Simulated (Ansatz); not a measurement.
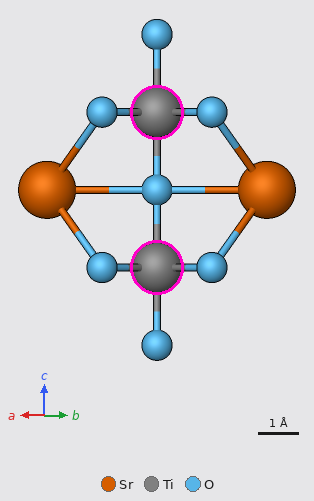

Perfect SrTiO₃. Style: ball-and-stick. Shown: the atoms within 4.6 Å of one point, in a slice 3.4 Å thick across the line of sight, along [110].

All numbers below come from DFT, PBEsol, PAW, plane waves (Ansatz 0.2.0). (plane-wave cutoff 420 eV; k-point mesh 1 × 1 × 1; mesh shifted by (0.25, 0.25, 0.25); no spin polarisation) Fermi-Dirac smearing of 0.01 eV. The axes drawn are those of the host's conventional cell.

Two titanium atoms are replaced by calcium, the two sites 3.9 Å apart at the ringed places, in charge state 0. The supercell has 40 sites, and the atoms are relaxed at the host's cell.

**Predict the relaxed surroundings of the defect.**

One site: in the host the Ti atom has 6 O at 1.95 Å; the Ca atom ends with 6 O at 2.11 to 2.26 Å. The other site: in the host the Ti atom has 6 O at 1.95 Å; the Ca atom ends with 6 O at 2.11 to 2.25 Å. Of the host's atoms, an oxygen atom moves furthest from its site, by 1.26 Å. The Ca atom itself moves 0.52 Å from where it was put. The Ca atom itself moves 0.51 Å from where it was put.

The relaxed defect, seen from the same direction:

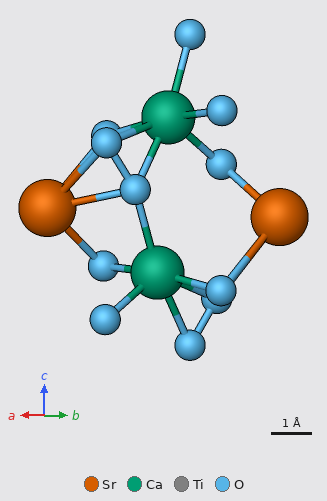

Limits of the set-up: the periodic images lie only 7.8 Å apart, so the values are limited by the cell's size.
